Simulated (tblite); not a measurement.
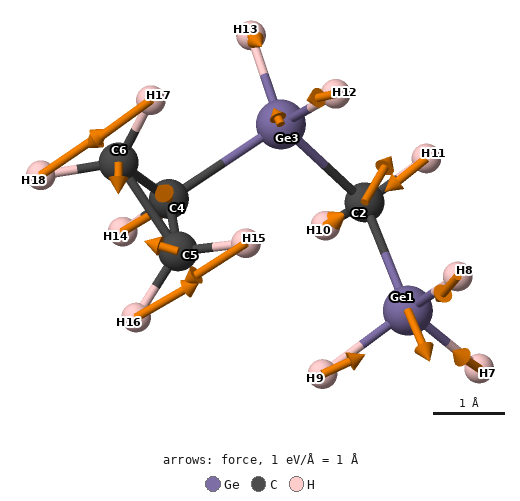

Starting geometry of C4H12Ge2 with the computed forces as orange arrows. The picture is a ball-and-stick view, seen at a tilt.

All numbers below come from tblite, GFN2-xTB geometry optimisation, gas phase. 

### What follows when this structure is relaxed?

It isn't relaxed: the largest force vector, on H17, is 1.28 eV/Å. The final displacements follow the starting forces only in part (cosine between the two patterns 0.43). The atom that moves furthest after the best rigid fit is H12 (0.22 Å). By element the largest moves are H 0.22 Å, C 0.10 Å, Ge 0.08 Å. Among the contacts that change: Ge1–H8 1.559 → 1.495 Å, Ge1–H7 1.557 → 1.500 Å, Ge1–H9 1.546 → 1.493 Å, Ge3–H12 1.552 → 1.506 Å. Among the angles between lasting bonds that change: H15–C5–H16 121.6° → 113.6°, Ge3–C4–C6 113.4° → 119.6°, Ge3–C4–H14 121.7° → 115.8°. The energy falls by 8.34 kcal/mol in 77 geometry steps. Cost: 0.43 s on 1 thread of Arm Neoverse V2 (shared host).
